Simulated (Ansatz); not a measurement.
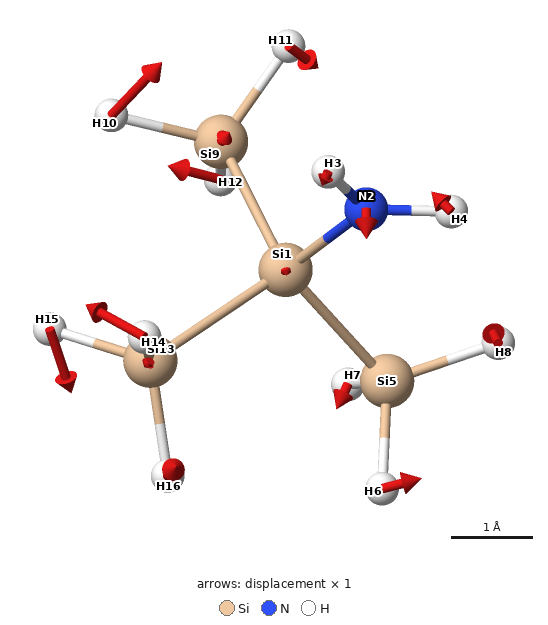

This is a relaxation of Si$_{4}$NH$_{11}$. The starting structure is drawn; red arrows show the displacements, at their true length. The two geometries are superimposed by the best rigid fit.

Style: ball-and-stick. Shown at a tilt.

The run prepares the start of a later molecular dynamics calculation, from a guessed geometry.

Computed with Ansatz 0.2.0, RKS PBE0-D4/STO-3G. Settings: no spin polarisation; force threshold 0.02 eV/Å; at most 40 steps.

Atoms of which element are displaced furthest, and by how much?

Answer. Hydrogen: up to 1.07 Å, against 0.41 Å for nitrogen.

What did the optimiser do to the structure, and how much energy did it gain?

Answer. H10 moves most after the best rigid fit: 1.07 Å. By element the largest moves are H 1.07 Å, N 0.41 Å, Si 0.23 Å. Some distances before and after: Si1–Si9 2.218 → 2.262 Å, Si1–Si13 2.218 → 2.251 Å, Si1–N2 1.820 → 1.802 Å, Si13–H14 1.460 → 1.444 Å. Among the angles between lasting bonds that change: H3–N2–H4 120.0° → 102.4°, Si1–N2–H3 120.0° → 108.6°, N2–Si1–Si9 109.5° → 113.5°. Groups turn about Si1–Si13 by about 45°, Si1–Si9 by about 35°, Si1–Si5 by about 25°. After 19 accepted moves (20 points after the start) the energy has fallen by 54.7 kJ/mol. The largest force component goes from 2.6 to 0.01 eV/Å. The line search rejected the trial step at point 8 of the run. The forces were under the threshold at step 12, but the run went on from there. Cost: 75 s on 1 thread of Arm Neoverse V2 (shared host), peak memory 0.14 GiB.

Limits of the set-up: STO-3G is a minimal basis, so the numbers are rough.
